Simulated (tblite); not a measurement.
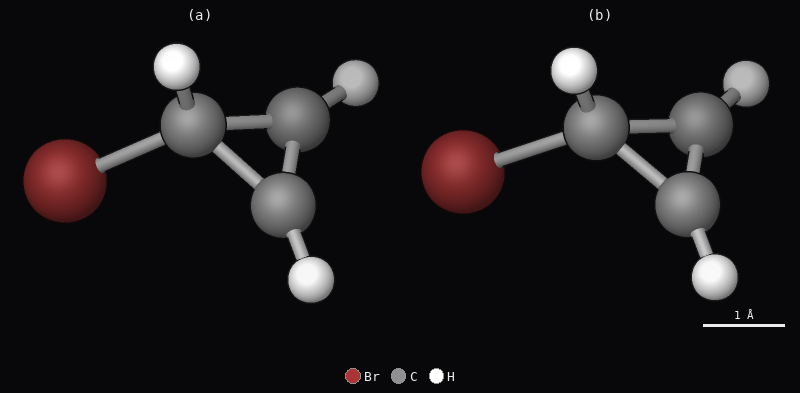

The structure of C3H3Br before (left) and after (right) a relaxation, at one scale.

The picture is a ball-and-stick view, seen at a tilt.

The calculation used GFN2-xTB geometry optimisation, gas phase in tblite 0.8.0. 

**Describe what moved and what it gained.**

After 23 geometry steps the energy has fallen by 5.59 kcal/mol. The atom that moves furthest after the best rigid fit is the Br atom (0.13 Å). Largest moves by element: Br 0.13 Å, H 0.12 Å, C 0.07 Å. Some distances before and after: Br–C 1.916 → 1.975 Å, C–C 1.349 → 1.305 Å, C–H 1.123 → 1.081 Å, C–H 1.101 → 1.062 Å. Among the angles between lasting bonds that change: C–C–H 142.7° → 151.3°, C–C–H 153.3° → 144.8°, Br–C–H 114.0° → 108.4°.
